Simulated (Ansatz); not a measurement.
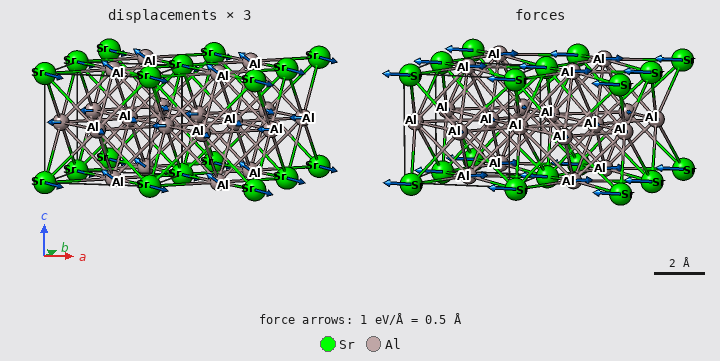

Left: a crystal of SrAl$_{3}$ (built on the AuCu3 type), with blue arrows for the displacements applied to it (without the part that the change of the cell carries along). Right: the displaced structure with the computed forces. Besides, the cell is strained by +2.2 % roughly along [2 −2 −1], +0.1 % along [1 2 −2], −1.1 % along [3 1 2] (volume +1.2 %). The picture is a ball-and-stick view of the cell of the calculation, repeated 2 × 2 × 1 with one cell outlined, seen slightly off an axis.

The calculation used DFT PBE, scalar-relativistic, plane waves, PAW in Ansatz 0.2.0. (plane-wave cutoff 420 eV; k-point mesh 8 × 8 × 8; occupations gaussian; smearing width 0.05 eV; no spin polarisation)

> Describe the distortion and the response.

Atoms are displaced by up to 0.27 Å (root mean square over those that move 0.21 Å) relative to the cell: Sr 0.27 Å along [3 1 −1]. No relaxation follows. The energy rises by 115 meV per atom. The pressure goes from 0.2 to 1.6 GPa. The principal stresses (compression positive) are 5.0 GPa along [3 3 1], 1.3 GPa along [1 −2 3], −1.6 GPa along [1 −1 −1]. The largest force is 2.4 eV/Å, on the Sr atom, roughly along [−2 −1 0]. The forces mostly point back along the displacements (cosine −0.71). Near-neighbour distances before and after: Al–Sr 3.159 → 2.754 to 3.557 Å, Al–Al 3.159 → 2.950 to 3.478 Å. The space group (tolerance 0.01 Å) goes from Pm-3m (No. 221) to P1 (No. 1).
